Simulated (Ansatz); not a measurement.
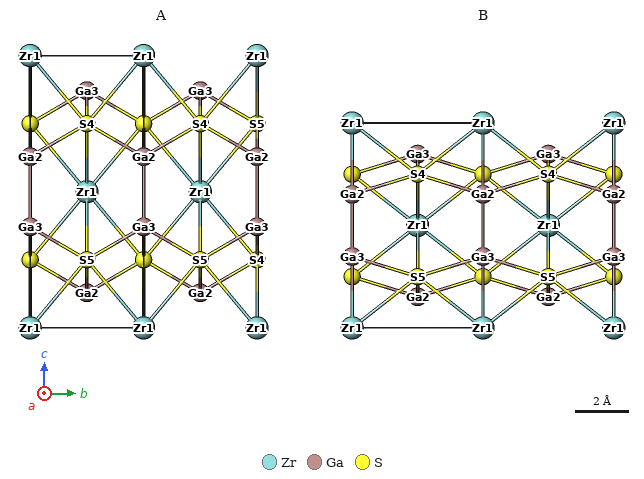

Two geometries of crystalline ZrGa2S2 (a generated structure, set up in I4/mmm) (coarse preliminary run), drawn at one scale. One is the start of a relaxation, the other its converged end. Style: ball-and-stick. Shown: the conventional cell (2 times the calculation's cell), repeated 1 × 2 × 1 with one cell outlined, along the a axis. Lengths and directions refer to the drawn axes.

Theory: DFT PBE, scalar-relativistic, plane waves, PAW (Ansatz 0.2.0). Set-up: plane-wave cutoff 420 eV; k-point mesh 6 × 6 × 6; occupations gaussian; smearing width 0.1 eV; no spin polarisation; cell and atoms relaxed; force threshold 0.04 eV/Å; at most 70 steps.

### Which of the two is the end point?

Structure B is the relaxed one. The largest moves relative to the cell, 0.18 Å, are those of Ga2 and Ga3. Ga2 goes along +c. S and Zr stay in place. Cell: a = b 4.287 → 4.945 Å (+15.3 %), c 10.292 → 7.744 Å (−24.8 %). Volume +0.1 %. Near-neighbour distances that change, for instance: Zr1–Ga2 3.820 → 2.697 Å, Ga2–Ga3 2.652 → 2.351 Å, Zr1–S4 3.349 → 3.140 Å, Ga2–S4 2.480 → 2.587 Å. New bonds form: Zr1–Ga2 (3.82 → 2.70 Å), Zr1–Ga3 (3.82 → 2.70 Å). Bond angles that change, for instance: S4–Ga3–S4 119.6° → 145.8°, Ga2–Ga3–S4 120.2° → 107.1°, S4–Ga3–S5 75.4° → 85.0°. The space group stays I4/mmm (No. 139). After 10 accepted moves (12 points after the start) the energy has fallen by 385 meV per atom. The largest force component goes from 0.53 to 0.0056 eV/Å. The pressure goes from −0.07 to 0.06 GPa. The SCF was repeated twice at an unchanged geometry on a basis and grid sized afresh for the cell, which shifted the energy by 4.7 meV per atom at most. Cost: 80 s on 1 thread of Arm Neoverse V2 (shared host), peak memory 0.43 GiB.
